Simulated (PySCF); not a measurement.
# CoHCl: structure of the quartet

Where does quartet CoHCl go from a linear start, is the end point a minimum, and what are its modes, charges and moments?

Method: PBE0, basis Co def2-TZVP, H def2-TZVP, Cl def2-TZVP, no relativity, density fitting; program: PySCF 2.14.0.

## Step 1: The system as given

3 atoms, charge 0, spin multiplicity 4.

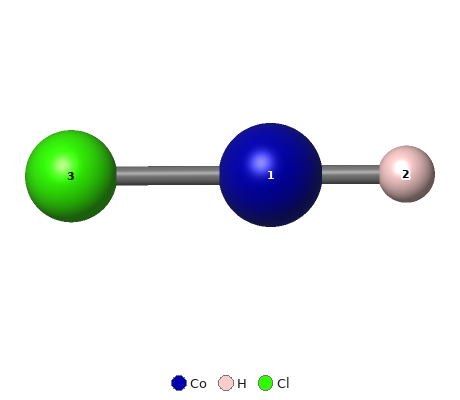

The starting geometry (cobalt blue, hydrogen pink, chlorine green); atoms are numbered from 1 in the order of the file.

Z-matrix (Å, degrees; charge 0 multiplicity 4):
```
Co
H  1 1.4300
Cl 1 2.1000 2 180.00
```

## Step 2: First SCF at the start

The steps below are one call of a driver around PySCF. For each, scf.py gives the equivalent set-up of the SCF; relaxations use the driver's own optimiser. After this first run the driver tries any further starts and a stability analysis.

scf.py reads:

```python
from pyscf import gto, scf, dft
mol = gto.M(atom='''
Co     0.000000     0.000000     0.000000
H      0.000000     0.000000    -1.430000
Cl     0.000000     0.000000     2.100000''',
    basis={'Co': 'def2-TZVP', 'H': 'def2-TZVP', 'Cl': 'def2-TZVP'},
    charge=0, spin=3)
mf = dft.UKS(mol, xc='PBE0')
mf.grids.atom_grid = (50, 194)
aux = {'Co': 'def2-universal-JKFIT', 'H': 'def2-universal-JKFIT', 'Cl': 'def2-universal-JKFIT'}
mf = mf.density_fit(auxbasis=aux)
mf.conv_tol = 1e-08
mf.diis_space = 10
mf.max_cycle = 60
mf.init_guess = 'minao'
mf.verbose = 4
mf.kernel()
```

Launch:

```
$ OMP_NUM_THREADS=2 python axn.py task.json out
```

Output:

```text
init E= -1842.28258102442
cycle= 1 E= -1826.64612294091  delta_E= 15.6  |g|= 5.71  |ddm|=   20
[... the frontier-level lines of each cycle are left out ...]
cycle= 2 E= -1797.03959138  delta_E= 29.6  |g|= 11.6  |ddm|= 21.7
cycle= 3 E= -1831.81188167564  delta_E= -34.8  |g|= 7.01  |ddm|= 7.39
cycle= 4 E= -1832.06152444382  delta_E= -0.25  |g|= 6.33  |ddm|=  2.2
cycle= 5 E= -1835.41976562052  delta_E= -3.36  |g|= 5.69  |ddm|= 1.81
cycle= 6 E= -1838.62701632052  delta_E= -3.21  |g|=  4.2  |ddm|= 1.33
cycle= 7 E= -1841.93913406161  delta_E= -3.31  |g|= 2.28  |ddm|= 1.02
cycle= 8 E= -1841.61634401436  delta_E= 0.323  |g|= 2.39  |ddm|= 0.457
cycle= 9 E= -1842.11305227294  delta_E= -0.497  |g|= 2.04  |ddm|= 0.226
cycle= 10 E= -1842.68452446427  delta_E= -0.571  |g|= 1.35  |ddm|= 0.539
cycle= 11 E= -1843.11469205607  delta_E= -0.43  |g|= 0.485  |ddm|= 0.414
cycle= 12 E= -1843.18252589204  delta_E= -0.0678  |g|= 0.202  |ddm|= 0.332
cycle= 13 E= -1843.19213580182  delta_E= -0.00961  |g|= 0.051  |ddm|= 0.0777
cycle= 14 E= -1843.19299118726  delta_E= -0.000855  |g|= 0.0196  |ddm|= 0.0294
cycle= 15 E= -1843.19322822651  delta_E= -0.000237  |g|= 0.00497  |ddm|= 0.0234
cycle= 16 E= -1843.19331583672  delta_E= -8.76e-05  |g|= 0.00419  |ddm|= 0.0164
cycle= 17 E= -1843.19336835067  delta_E= -5.25e-05  |g|= 0.00398  |ddm|= 0.00967
cycle= 18 E= -1843.19325761019  delta_E= 0.000111  |g|= 0.00408  |ddm|= 0.0215
cycle= 19 E= -1843.19302375634  delta_E= 0.000234  |g|= 0.00452  |ddm|= 0.0707
cycle= 20 E= -1843.19300323579  delta_E= 2.05e-05  |g|= 0.00372  |ddm|= 0.0141
cycle= 21 E= -1843.1929848977  delta_E= 1.83e-05  |g|= 0.000172  |ddm|= 0.037
cycle= 22 E= -1843.19298478187  delta_E= 1.16e-07  |g|= 0.000328  |ddm|= 0.00277
cycle= 23 E= -1843.19298481403  delta_E= -3.22e-08  |g|= 3.92e-05  |ddm|= 0.000292
cycle= 24 E= -1843.19298480562  delta_E= 8.41e-09  |g|= 9.45e-05  |ddm|= 0.000472
Extra cycle  E= -1843.19298479476  delta_E= 1.09e-08  |g|= 0.000251  |ddm|= 0.000124
converged SCF energy = -1843.19298479476  <S^2> = 3.7601521  2S+1 = 4.0050728
```

This step, with its further starts and checks, ran for 17 s (2 threads of Arm Neoverse V2, shared host).

The starts that the driver tried:

```csv
start,energy (Eh)
the minimal-basis guess,-1843.192985
a thermally smeared density,-1843.192985
a smeared PBE density,-1843.192985
```

The first run landed in a state that is too high. Following the other starts and the instabilities gains 71.2 kJ/mol (-1843.22009 Eh), and the work goes on from there.

## Step 3: Relaxing the quartet from the linear start

The program finds C∞v symmetry in the start, which this walk keeps. The walk stops when the largest gradient is under 0.0003 Eh/bohr and the energy has settled too.

scf.py, as its differences from that of step 2:

```diff
@@ -3,3 +3,3 @@
-Co     0.000000     0.000000     0.000000
-H      0.000000     0.000000    -1.430000
-Cl     0.000000     0.000000     2.100000''',
+Co     0.000000     0.000000    -0.758545
+H      0.000000     0.000000    -2.188545
+Cl     0.000000     0.000000     1.341455''',
@@ -15 +14,0 @@
-mf.init_guess = 'minao'
```

Energy and gradient, step by step:

```csv
step,energy (Eh),change (kJ/mol),largest symmetric gradient (Eh/bohr)
0,-1843.220090,0.00,0.04542
1,-1843.224512,-11.61,0.02283
2,-1843.226052,-15.65,0.00689
3,-1843.226168,-15.96,0.00241
4,-1843.226175,-15.98,0.00057
5,-1843.226176,-15.98,0.00011
```

The walk took 10 s.

Geometry (Å) and forces (eV/Å) at some steps:

```
step 0
Co   0.000   0.000  -0.759  -0.002  -0.004   1.475
H    0.000   0.000  -2.189   0.000   0.001  -2.336
Cl   0.000   0.000   1.341   0.002   0.003   0.860
step 1
Co   0.000   0.000  -0.751  -0.002  -0.004   0.921
H    0.000   0.000  -2.239   0.000   0.001  -1.174
Cl   0.000   0.000   1.384   0.002   0.003   0.252
step 3
Co   0.000   0.000  -0.733  -0.002  -0.004   0.124
H    0.000   0.000  -2.294   0.000   0.001  -0.060
Cl   0.000   0.000   1.421   0.002   0.003  -0.064
step 5
Co   0.000   0.000  -0.729  -0.004  -0.004   0.002
H    0.000   0.000  -2.296   0.001   0.001   0.004
Cl   0.000   0.000   1.420   0.003   0.003  -0.006
```

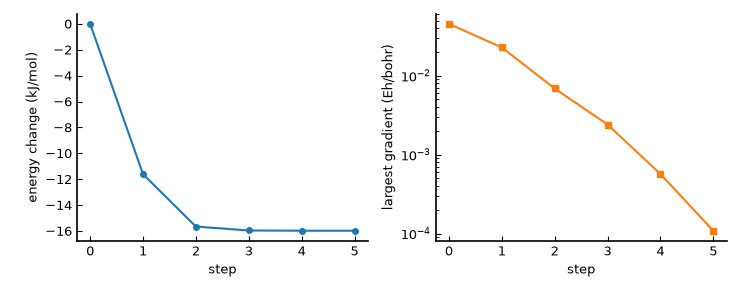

Energy and largest gradient along the walk.

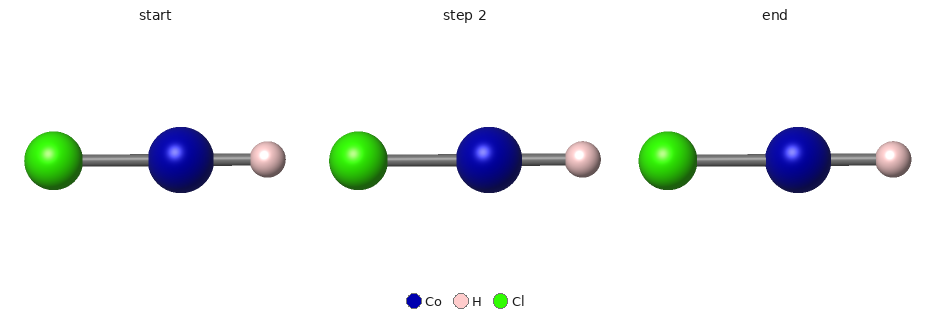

The geometry along the walk, at one scale.

It settles in C∞v symmetry, 16.0 kJ/mol below the start, after 5 steps: Co–Cl 2.149 Å, Co–H 1.567 Å; Cl–Co–H 180.0°.

## Step 4: Is it a minimum? Harmonic modes

The point is checked on the finer grid, and tightened if its gradient asks for it. The Hessian and the dipole derivatives come from central differences of analytic gradients, with steps of 0.02 bohr.

scf.py, as its differences from that of step 3:

```diff
@@ -3,3 +3,3 @@
-Co     0.000000     0.000000    -0.758545
-H      0.000000     0.000000    -2.188545
-Cl     0.000000     0.000000     1.341455''',
+Co    -0.000000     0.000000    -0.775194
+H     -0.000000     0.000000    -2.342056
+Cl     0.000000     0.000000     1.373783''',
@@ -9 +9 @@
-mf.grids.atom_grid = (50, 194)
+mf.grids.atom_grid = (75, 302)
@@ -12 +12 @@
-mf.conv_tol = 1e-08
+mf.conv_tol = 1e-10
```

The driver hands on the density of the step before, so the log starts near convergence.

Log of the central SCF (cycles and frontier levels):

```text
init E= -1843.2260767602
[... the frontier-level lines of each cycle are left out ...]
cycle= 1 E= -1843.2260767602  delta_E= -2.27e-12  |g|= 5.66e-06  |ddm|= 5.62e-06
Extra cycle  E= -1843.22607676019  delta_E= 1.36e-11  |g|= 1.23e-05  |ddm|= 7.54e-06
converged SCF energy = -1843.22607676019  <S^2> = 3.7633024  2S+1 = 4.0066457
```

The whole step took 40 s.

Geometry: C∞v; Co–Cl 2.149 Å, Co–H 1.567 Å; Cl–Co–H 180.0°.

Modes, for the most abundant isotopes:

```tsv
ω (cm⁻¹)	IR (km/mol)
289	141
290	141
412	60.0
1861	325
```

No imaginary mode, so this is a minimum.

Here the density breaks the symmetry of the frame, and no labels are given; pairs that should be degenerate can split.

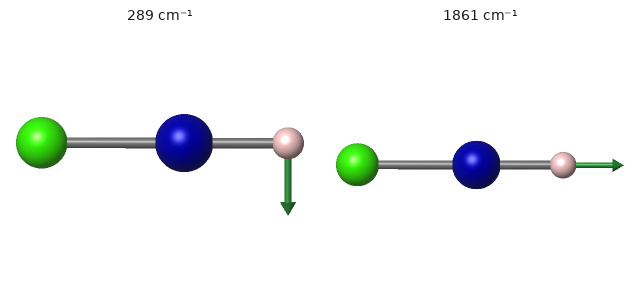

How the atoms move in 2 of the modes.

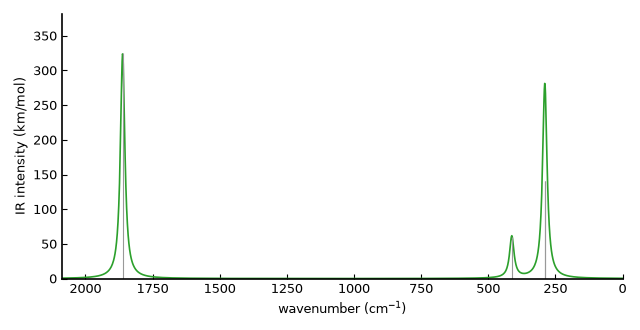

The harmonic infrared spectrum (widths in cm⁻¹). Lines are broadened to a width of 20 cm⁻¹ (Lorentzian).

Constants and moments:

- Dipole moment: 1.70 D
- Highest occupied level: -8.53 eV
- Lowest empty level: -4.02 eV
- Rotational constants: 0.1576 cm⁻¹
- Zero-point energy: 17.1 kJ/mol
- Principal polarisabilities: 28.0, 28.0, 56.6 bohr³
- Atomisation energy without zero-point energy: 632 kJ/mol
- Principal traceless quadrupole moments about the centre of mass: -8.18, 4.09, 4.09 D Å
- Entropy at 298.15 K and 1 bar (electronic part: spin only): 261.4 J/(mol K)
- Heat capacity Cp at 298.15 K: 49.4 J/(mol K)
- Enthalpy at 298.15 K above 0 K: 11.74 kJ/mol
- Rotational symmetry number: 1
- Spin squared ⟨S²⟩: 3.763

Populations by atom (charges in e):

| atom | Mulliken | Löwdin | polar tensor | spin (Mulliken) | Mayer order to Co1 |
| --- | --- | --- | --- | --- | --- |
| Co1 | 0.57 | 0.27 | 1.09 | 2.99 | – |
| H2 | -0.14 | -0.18 | -0.43 | -0.04 | 0.95 |
| Cl3 | -0.43 | -0.08 | -0.67 | 0.05 | 0.96 |

Outer orbital energies (eV). α occupied: -12.88, -12.88, -11.68, -11.68, -9.77, -8.65, -8.65, -8.62; empty: -0.14, 0.55, 0.55, 2.66. β occupied: -67.10, -21.89, -10.91, -10.14, -10.14, -8.77, -8.53, -8.53; empty: -4.02, -3.21, -3.21, 0.78.

Mulliken populations on Co1: s 6.70, p 12.43, d 7.30, f 0.00.

## Step 5: What came out

| quantity | value |
| --- | --- |
| minimum | quartet, C∞v |
| geometry | Co–Cl 2.149 Å, Co–H 1.567 Å; Cl–Co–H 180.0° |
| wavenumbers (cm⁻¹) | 289, 290, 412, 1861 |
| dipole moment | 1.70 D |
| highest occupied, lowest empty level (either spin) | -8.53, -4.02 eV |
| polar-tensor charge of Co1 | +1.09 e |
| zero-point energy | 17.1 kJ/mol |
| entropy at 298.15 K | 261.4 J/(mol K) |
| atomisation energy (no zero-point energy) | 632 kJ/mol |
| ⟨S²⟩ | 3.763 |

**Reading.** The molecule stays C∞v, as typed, and the end point is a minimum. In the infrared the band at 1861 cm⁻¹ (stretch) leads. Most of the spin sits on Co1 (Mulliken spin 2.99, against 3 for the whole molecule). The first SCF alone would have been 71 kJ/mol too high. Other starts or spin states, not run here, may lie lower. The SCF density has lower symmetry than the nuclear frame. One determinant may miss the lowest occupation of an open d or f shell.

The search up to here took 67 s.
